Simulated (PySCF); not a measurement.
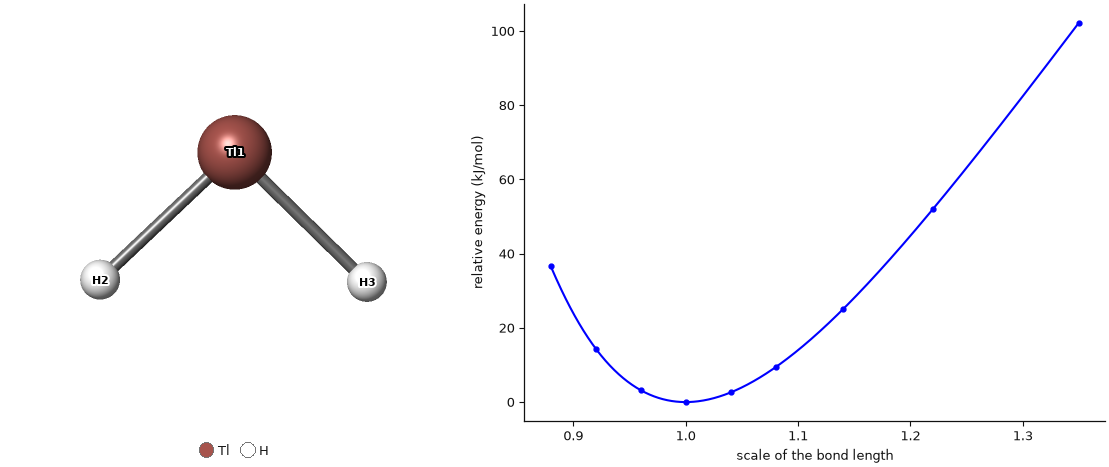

Rigid scan of TlH₂⁻, singlet, from a minimum of the shape that electron-pair counting expects: all bonds to atom 1 scaled (atom 1 is the central atom). PBE0/def2-TZVPD (ECP) with PySCF, restricted determinant, no spin-orbit coupling; energies counted from the minimum. Splines pass through the computed points, which are marked.

**What does it cost to go to either end of the scan?**

36.5 kJ/mol at 0.88 and 102.3 kJ/mol at 1.35.

**Give the values at the computed points.**

In kJ/mol:
```
scale of the bond length   PBE0
                    0.88   36.5
                    0.92   14.4
                    0.96    3.2
                    1.00    0.0
                    1.04    2.6
                    1.08    9.4
                    1.14   25.0
                    1.22   52.0
                    1.35  102.3
```

Note: spin-orbit coupling is left out, and with Tl it can shift these values.
